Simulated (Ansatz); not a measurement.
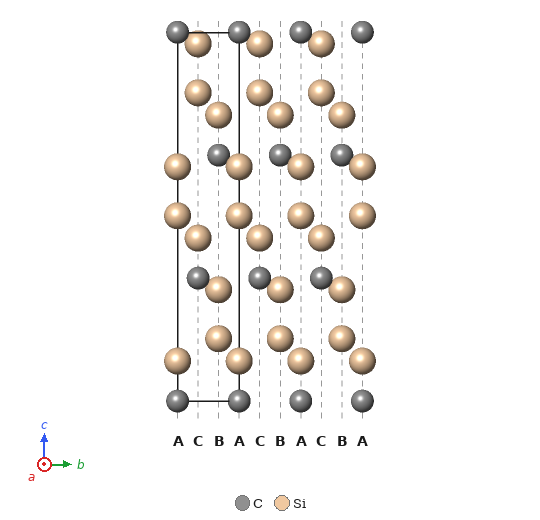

Projection along an edge of the hexagonal mesh, stacking direction c upwards. The dashed lines mark the three columns A (0, 0), B (1/3, 2/3) and C (2/3, 1/3). The sequence starts with the first layer at or above the cell's origin.

System Si3C (space group R3m, No. 160); source of the atomic positions: the input geometry of an electronic-structure calculation (not necessarily at equilibrium); the starting structure was generated, so it need not be a known form of this composition.

List the layers of one repeat.

Answer. C(A) – Si(A) – Si(B) – Si(B) – C(C) – Si(C) – Si(A) – Si(A) – C(B) – Si(B) – Si(C) – Si(C) (twelve layers in 17.61 Å).

Heights of the layers:

| layer | atoms (column) | height (Å) | to next (Å) |
| --- | --- | --- | --- |
| 1 | C(A) | 0.02 | 1.91 |
| 2 | Si(A) | 1.93 | 1.07 |
| 3 | Si(B) | 2.99 | 2.34 |
| 4 | Si(B) | 5.33 | 0.56 |
| 5 | C(C) | 5.89 | 1.91 |
| 6 | Si(C) | 7.80 | 1.07 |
| 7 | Si(A) | 8.87 | 2.34 |
| 8 | Si(A) | 11.20 | 0.56 |
| 9 | C(B) | 11.76 | 1.91 |
| 10 | Si(B) | 13.67 | 1.07 |
| 11 | Si(C) | 14.74 | 2.34 |
| 12 | Si(C) | 17.07 | 0.56 |
